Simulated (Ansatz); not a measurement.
**B3LYP/def2-TZVP run of AlH3S (SMILES [AlH2][SH])**

What is the energy change on altering one bond length of AlH3S at B3LYP/def2-TZVP? 

The results are computed with Ansatz 0.2.0.

48 further runs of the same task are left out: 48 set aside as unsound or not needed.

**1. The molecule**

The species is AlH3S (5 atoms), meant as a singlet with charge 0. SMILES: `[AlH2][SH]`. The shape is that of a PBE0-D4/def2-TZVP optimisation.

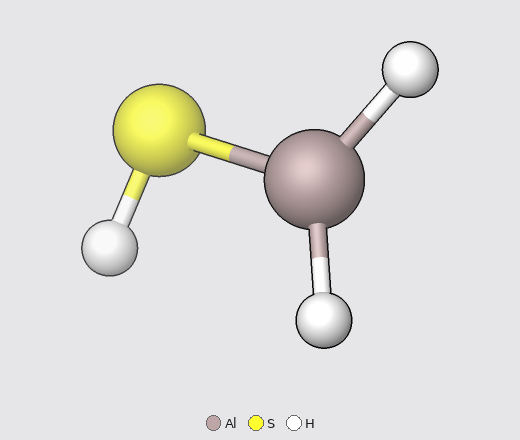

Viewed from a chosen angle; aluminium light grey, sulfur yellow, hydrogen white.

**2. The energy at B3LYP/def2-TZVP**

run.yaml reads:

```yaml
crystal:
  periodic: [false, false, false]
  atoms:
    - {symbol: Al, position_ang: [-0.616100, -0.064200, -0.181700]}
    - {symbol: S, position_ang: [1.129100, -0.343100, 1.096600]}
    - {symbol: H, position_ang: [-1.981700, -0.650100, 0.351100]}
    - {symbol: H, position_ang: [-0.441100, 0.696000, -1.556400]}
    - {symbol: H, position_ang: [1.959700, 0.287800, 0.249000]}
basis:
  gaussian: {orbitals: def2-TZVP}
output: {orbitals: {seedname: orbitals}}
accuracy: high
hamiltonian: {xc: {name: B3LYP}}
```

Command:

```console
$ ansatz run run.yaml --threads 1 --pin off --max-ram 3480MiB --events-out events.jsonl --progress --plain --runs-dir runs
```

Standard output:

```text
Warning: RAYON_NUM_THREADS=1 ignored (pool sized by the plan → 1); use --threads N
Functional definition: B3LYP
  name "B3LYP"
  parameter a0 = 0.2
  parameter ax = 0.72
  parameter ac = 0.81
  exchange = (1 - a0 - ax)*slater_x + ax*b88_x + a0*exact_x
  correlation = (1 - ac)*vwn_rpa_c + ac*lyp_c
1572 factors; integrals over basis functions are off by at most 3.5e-9 eV
mean field evaluation 1: about -17482.6569 eV, gradient 1.9e1 eV
mean field evaluation 2: about -17482.8090 eV, gradient 2.0e1 eV
mean field evaluation 4: about -17483.7514 eV, gradient 7.8e-1 eV
mean field evaluation 8: about -17483.7495 eV, gradient 3.3e-2 eV
mean field evaluation 16: about -17483.7495 eV, gradient 5.8e-7 eV
mean field -17483.74952569 eV, -642.5159441582 hartree, gradient 3.5e-8 eV, S^2 0.000000; 0 other end points of the search recorded, 0 dependent functions left out
reference -17483.74956149 eV, -642.5159454737 hartree; 16, 16 occupied and 76, 76 virtual orbitals, 1572 factors
Total energy: -17483.74956149 eV, -642.5159454737 hartree
```

Run time: 5.4 s. Hardware: 1 thread of Arm Neoverse V1, shared host; peak memory 0.23 GiB.

**3. The distorted shape at the same level**

run.yaml reads:

```yaml
crystal:
  periodic: [false, false, false]
  atoms:
    - {symbol: Al, position_ang: [1.022579, 0.638862, -0.821044]}
    - {symbol: S, position_ang: [2.767779, 0.359962, 0.457256]}
    - {symbol: H, position_ang: [-1.981700, -0.650100, 0.351100]}
    - {symbol: H, position_ang: [1.197579, 1.399062, -2.195744]}
    - {symbol: H, position_ang: [3.598379, 0.990862, -0.390344]}
basis:
  gaussian:
    orbitals: def2-TZVP
magnetization:
  spin_polarized: false
hamiltonian:
  xc: {name: B3LYP}
accuracy: high
output: {orbitals: {seedname: orbitals}}
```

Command:

```console
$ ansatz run run.yaml --threads 1 --pin off --max-ram 3480MiB --events-out events.jsonl --progress --plain --runs-dir runs
```

Standard output, shortened:

```text
Warning: RAYON_NUM_THREADS=1 ignored (pool sized by the plan → 1); use --threads N
[... 7 set-up lines as earlier in the session ...]
1534 factors; integrals over basis functions are off by at most 3.6e-9 eV
mean field evaluation 1: about -17476.2634 eV, gradient 2.4e1 eV
mean field evaluation 2: about -17467.2845 eV, gradient 3.9e1 eV
mean field evaluation 4: about -17479.7310 eV, gradient 1.9e0 eV
mean field evaluation 8: about -17479.7385 eV, gradient 2.9e-1 eV
mean field evaluation 16: about -17479.7392 eV, gradient 1.6e-4 eV
mean field -17479.73915938 eV, -642.3685659145 hartree, gradient 2.7e-8 eV, S^2 0.000000; 0 other end points of the search recorded, 0 dependent functions left out
reference -17479.73919953 eV, -642.3685673900 hartree; 16, 16 occupied and 76, 76 virtual orbitals, 1534 factors
Total energy: -17479.73919953 eV, -642.3685673900 hartree
```

Run time: 5.4 s. Hardware: 1 thread of Arm Neoverse V1, shared host; peak memory 0.22 GiB.

**4. Outcome**

Level: B3LYP/def2-TZVP.

| quantity | value |
| --- | --- |
| first shape: total energy | -642.51595 Eh |
| first shape: HOMO energy | -7.59 eV |
| first shape: LUMO energy | -1.60 eV |
| first shape: HOMO–LUMO gap | 5.99 eV |
| distorted shape: total energy | -642.36857 Eh |
| distorted shape: HOMO energy | -6.05 eV |
| distorted shape: LUMO energy | -3.78 eV |
| distorted shape: HOMO–LUMO gap | 2.27 eV |
| energy change with the Al1–H3 bond stretched from 1.579 to 3.473 Å | 4.010 eV |

In words: One bond (distorted shape) is far stretched, which a spin-restricted single reference describes badly; a broken-symmetry solution may lie lower. With the Al1–H3 bond stretched from 1.579 to 3.473 Å the energy rises by 4.01 eV (387 kJ/mol). The first shape isn't relaxed at this level, so the change isn't measured from a minimum. A restricted reference can't describe the breaking bond well at this length.
